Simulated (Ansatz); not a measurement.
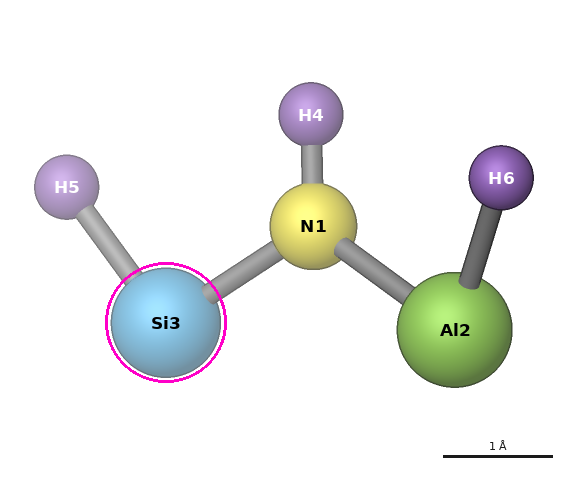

Orthographic view. Distant atoms are faded towards the background colour. Charge −1, singlet. The geometry was computed by an optimisation with PBE-D4/def2-SVPD. No frequency run is at hand to confirm it as a minimum.

### Name the neighbours of the circled atom.

The circled atom is Si3; it is bonded to N1, H5.

### Which atom is nearest the viewer?

H6, 1.7 Å in front of the mean position.

### What is the shortest path along bonds from the circled atom to H6?

Si3–N1–Al2–H6, 3 bonds; through space the two are 4.25 Å apart.

### Which two atoms are farthest apart in space?

H5 and H6, 4.99 Å.
